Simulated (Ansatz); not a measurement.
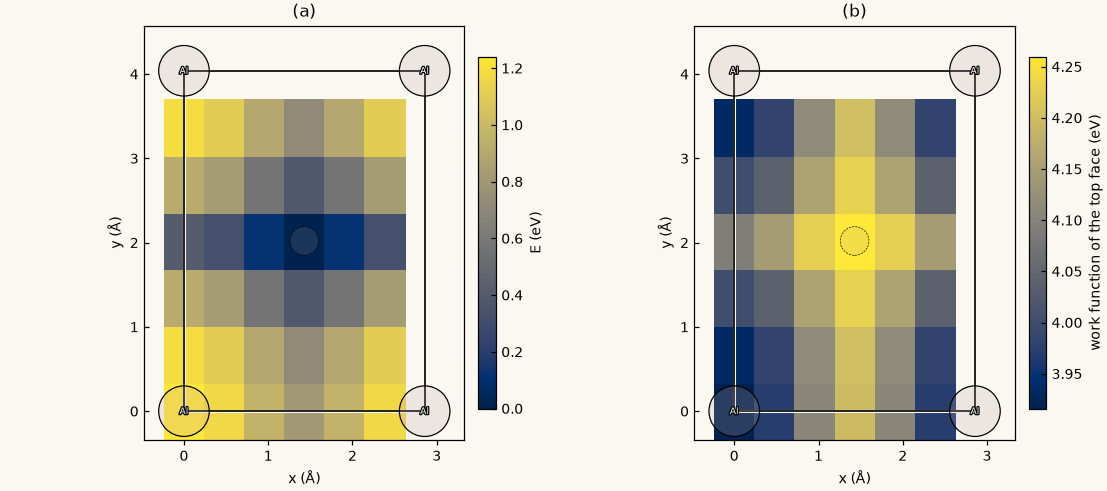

Al on an Al(110) slab cut from the Fm-3m phase, its upper half relaxed before the scan (16 atoms of substrate and one adsorbate in a 2 × 2 cell). 
- Al is moved over the surface cell; relaxed at each place: the height of the adsorbate's atoms; substrate rigid; the origin of the map has the adsorbate above Al13.
- Places are given modulo a cell vector. The map is drawn in real space over the plane of the surface.
- The grid has 6 × 6 points; 16 points were computed and 20 follow by symmetry.
- Places are given in fractions of the 1 × 1 surface cell.
- All energies are given in eV relative to the lowest grid point.
- Theory: DFT PBE, scalar-relativistic, plane waves, PAW in Ansatz. Settings: cutoff 420 eV, k-mesh 5×4×1, gaussian smearing 0.1 eV, no spin polarisation.

Panel (a) is the energy; panel (b) is the computed work function of the top face, in eV.

Drawn: one coloured cell a grid point, labelled circles for the atoms of the top layer and small ones for the second layer, the outline of one cell of the plane.

### How does the work function of the top face vary over the map, and what is it at the lowest grid point?

It runs from 3.92 eV at the top site over a surface Al atom, (0/6, 0/6) of the cell vectors to 4.26 eV at a fourfold hollow over a second-layer Al atom, (3/6, 3/6) of the cell vectors. At the lowest grid point, a fourfold hollow over a second-layer Al atom, (3/6, 3/6) of the cell vectors, it is 4.26 eV.

PAW datasets: the set soft_1.
